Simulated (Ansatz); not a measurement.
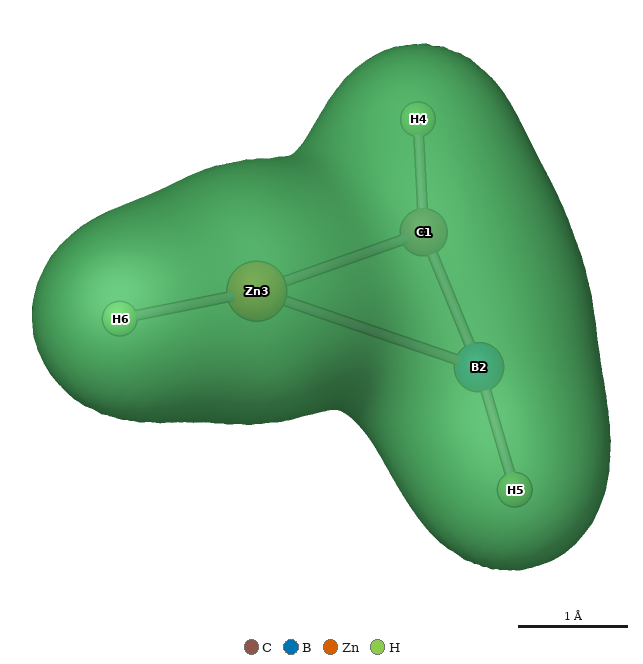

Figure. CH₃BZn. Isosurface of the electron density at 0.1 e/Å³ (green), seen at an oblique angle.

Geometry: PBE0-D3(BJ)/def2-SVP.

All numbers below come from isolated molecule in a Gaussian basis; Kohn-Sham density functional theory, functional PBE0 in Ansatz.

The calculation's input:

```
crystal:
  periodic: [false, false, false]
  atoms:
    - {symbol: C, position_ang: [-0.219028, 0.605110, 0.277730]}
    - {symbol: B, position_ang: [-1.537372, 0.338971, 0.400058]}
    - {symbol: Zn, position_ang: [-0.024547, -0.827148, -1.060616]}
    - {symbol: H, position_ang: [0.722955, 1.108340, 0.471222]}
    - {symbol: H, position_ang: [-2.676444, -0.003371, 0.404914]}
    - {symbol: H, position_ang: [0.304525, -1.902892, -2.115947]}
basis:
  gaussian:
    orbitals: def2-TZVPD
hamiltonian:
  xc: pbe0
output: {forces: true, orbitals: {seedname: orbitals}}
```

Command:

```sh
ansatz run input.yaml --threads 1 --pin off --max-ram 2610MiB --events-out events.jsonl --progress --plain --runs-dir runs
```

Question: Which contacts does the surface bridge?

Answer: At this value the surface is in one piece. It bridges the sampled C–B (1.35 Å), C–Zn (1.97 Å), Zn–B (2.40 Å) and C–H (1.09 Å) contacts, where the density stays above the isovalue. On the grid the lowest density along these lines, outside the cores, is 1.7 e/Å³ (C–B, 1.35 Å), 0.67 e/Å³ (C–Zn, 1.97 Å), 0.41 e/Å³ (Zn–B, 2.40 Å) and 1.8 e/Å³ (C–H, 1.09 Å).
